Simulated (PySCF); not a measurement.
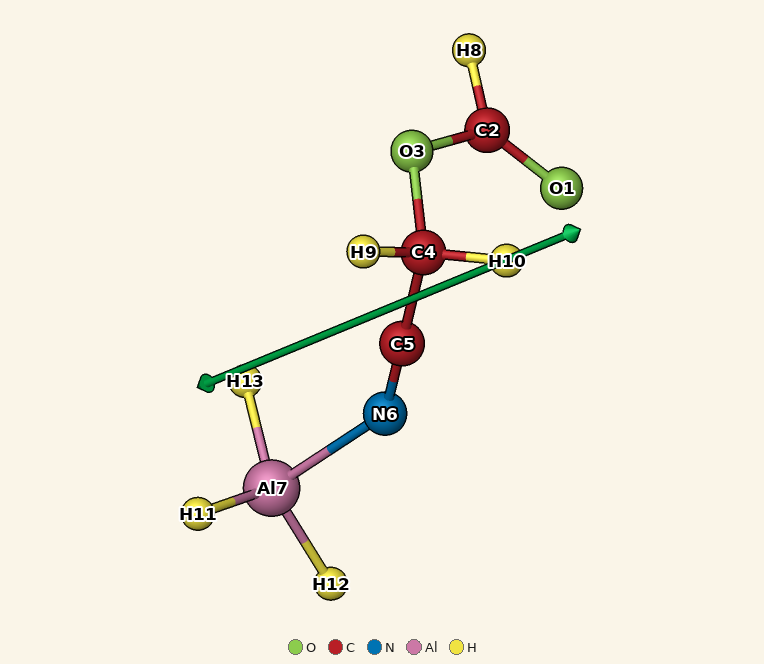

The double arrow shows the direction of the transition dipole to excited singlet state 2 (its length means nothing). The computed structure is the end point of a GFN2-xTB optimisation. No frequency run is at hand to confirm it as a minimum. Level of theory: TDDFT B3LYP/def2-SVPD, vertical, gas phase, core orbitals frozen in the response (PySCF 2.14.0).

**Where does the transition lie, and how strong is it?**

4.45 eV (278 nm), oscillator strength 0.047, mainly HOMO−1 → LUMO (weight 0.91); transition dipole 1.66 D.

The geometry is semi-empirical. Around Al such bond lengths and angles can be off by a tenth of an ångström or more and by several degrees, and values that hang on the shape move with them.
